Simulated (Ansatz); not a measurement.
## Electronic structure of ZrHgCl6 in real space

Input file:

```
crystal:
  lattice:
    - [4.2834673112, 0.0, 0.0]
    - [0.0, 4.2834673112, 0.0]
    - [0.0, 0.0, 9.5409508963]
  atoms:
    - { symbol: Zr, position: [0.0, 0.0, 0.0] }
    - { symbol: Hg, position: [0.0, 0.0, 0.5] }
    - { symbol: Cl, position: [0.5, 0.5, 0.0] }
    - { symbol: Cl, position: [0.5, 0.5, 0.5] }
    - { symbol: Cl, position: [0.5, 0.0, 0.1921088069] }
    - { symbol: Cl, position: [0.5, 0.0, 0.8078911931] }
    - { symbol: Cl, position: [0.0, 0.5, 0.1921088069] }
    - { symbol: Cl, position: [0.0, 0.5, 0.8078911931] }
kpoints:
  mp_grid: { grid: [6, 6, 4] }
  band_path:
    path:
      - [0.0, 0.0, 0.0]
      - [0.0, 0.5, 0.0]
      - [0.5, 0.5, 0.0]
      - [0.0, 0.0, 0.5]
      - [0.0, 0.5, 0.5]
      - [0.5, 0.5, 0.5]
    npoints: 1
hamiltonian:
  xc: r2scan
  dispersion: rvv10
scf:
  occupations: { method: fermi_dirac, width: 0.03 }
  n_extra_bands: 6
output:
  forces: true
  stress: true
  eigenvalues: true
  write_density: true
  write_potential: true
  elf: true
  volumetric_format: npy
```

Run with:

```sh
ansatz run input.yaml --threads 4 --pin off --max-ram 4608MiB --backend cpu --events-out ev --progress --plain --runs-dir out
```

Below, planes, directions and counts refer to the conventional cell (a = 4.28 Å, b = 4.28 Å, c = 9.54 Å, α = 90.00°, β = 90.00°, γ = 90.00°).

Space group P4/mmm; a structure from a database of computed crystals, not necessarily the ambient phase; started from the AlSiNi6-123 prototype, which need not be the ambient phase.

Level of theory: DFT, r2SCAN+rVV10, plane waves, PAW in Ansatz.

Core electrons are frozen (PAW), and the valence fields are smoothed inside the atomic spheres.

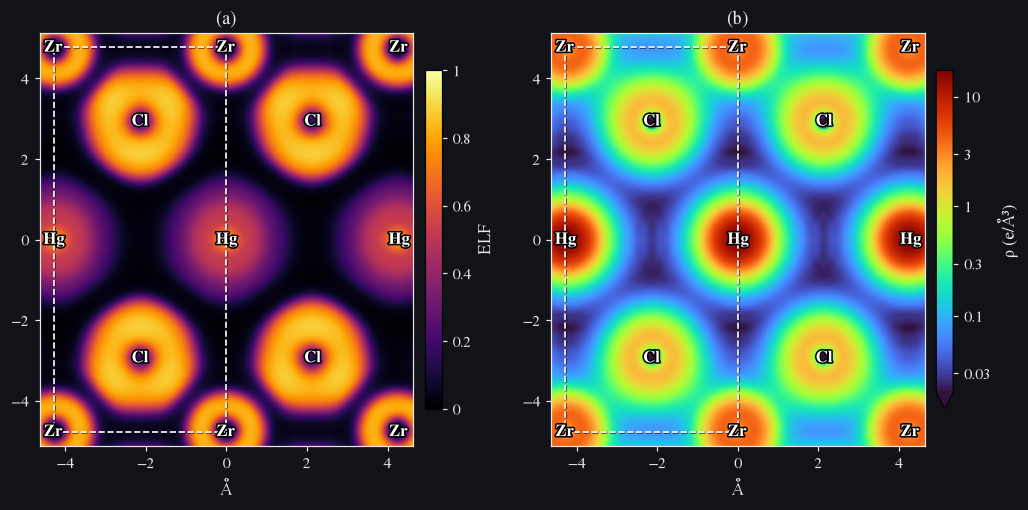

Figure 1. (a) ELF; (b) valence electron density on the (100) plane of the conventional cell.

Q: What do the fields say about this system?

A:
- Atoms in the plane: Zr, Hg and Cl.
- Zr–Cl (2.82 Å): ρ at the midpoint is about 0.26 e/Å³; the ELF peaks at about 0.90 in the valence shell of Cl, 0.8 Å from its nucleus, and is about 0.35 at the midpoint.
- Between the atoms the lowest density in this plane is 0.02 e/Å³.
- The features right at Zr and Hg lie inside the PAW spheres, where the map follows smoothed inner orbitals and isn't to be read closely.

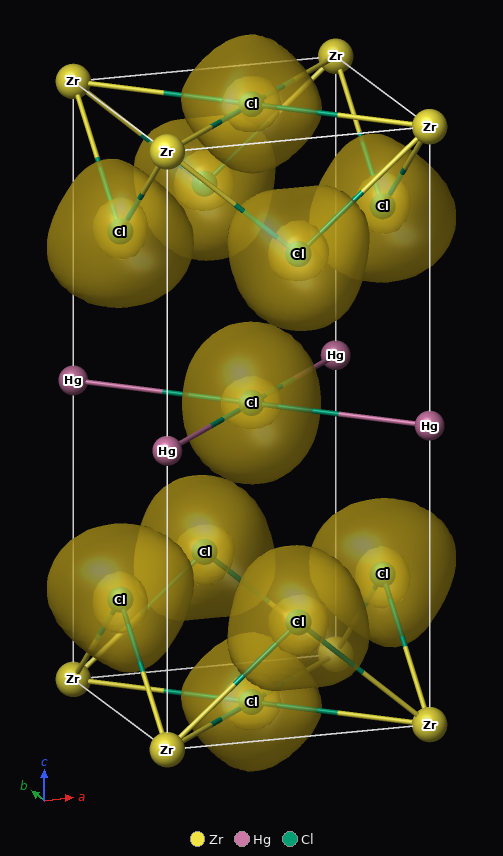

Figure 2. Isosurface of the ELF at 0.75 (yellow), seen slightly off an axis. Only the valence region is drawn (cores and ρ < 0.01 e/Å³ removed). Sticks mark near contacts.

Q: What do the ELF domains correspond to?

A: The surface consists of six regions wrapped around Cl (the valence shell of each), counted in one cell of 8 atoms. Regions shared between cells count once. Profiles from the grid: Hg–Cl (3.03 Å): the ELF is about 0.15 at the midpoint (no shared electron pair shows on this line).
